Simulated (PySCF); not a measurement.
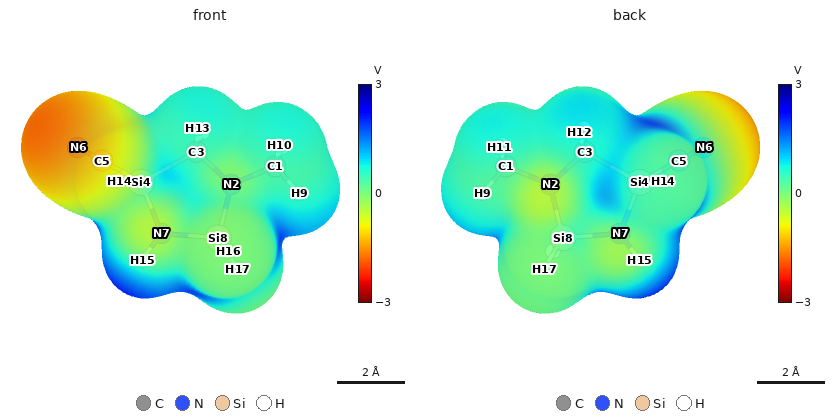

Figure 1: C3H9N3Si2. The molecular electrostatic potential painted on the density surface at 0.002 e/bohr³, seen from the front and from behind; the colour scale runs from red (negative) to blue (positive).

Geometry: GFN2-xTB.

Computed with PBE0/pcSseg-1, SCF density, gas phase, non-relativistic in PySCF 2.14.0.

```yaml
atoms:
  - { symbol: C, position_ang: [2.3531, 0.1052, 0.2597] }
  - { symbol: N, position_ang: [0.9731, -0.0487, -0.1080] }
  - { symbol: C, position_ang: [0.1231, 1.0626, 0.2598] }
  - { symbol: Si, position_ang: [-1.6446, 0.6713, -0.3275] }
  - { symbol: C, position_ang: [-2.8555, 0.8169, 1.0938] }
  - { symbol: N, position_ang: [-3.6132, 0.9086, 1.9481] }
  - { symbol: N, position_ang: [-1.3653, -0.9696, -0.7351] }
  - { symbol: Si, position_ang: [0.2785, -1.5320, -0.5953] }
  - { symbol: H, position_ang: [2.9158, -0.7611, -0.0796] }
  - { symbol: H, position_ang: [2.4753, 0.1964, 1.3465] }
  - { symbol: H, position_ang: [2.7760, 1.0037, -0.2030] }
  - { symbol: H, position_ang: [0.5076, 1.9773, -0.2068] }
  - { symbol: H, position_ang: [0.1658, 1.2308, 1.3452] }
  - { symbol: H, position_ang: [-2.1495, 1.5066, -1.4219] }
  - { symbol: H, position_ang: [-2.0841, -1.5835, -1.0702] }
  - { symbol: H, position_ang: [0.3314, -2.6262, 0.3838] }
  - { symbol: H, position_ang: [0.8055, -1.9463, -1.8994] }
```

Where is the surface potential most negative and most positive?

The most negative region (about −1.8 V) lies over N6, the most positive (about +2.0 V) over H15. N6 is the likeliest acceptor of a hydrogen bond.
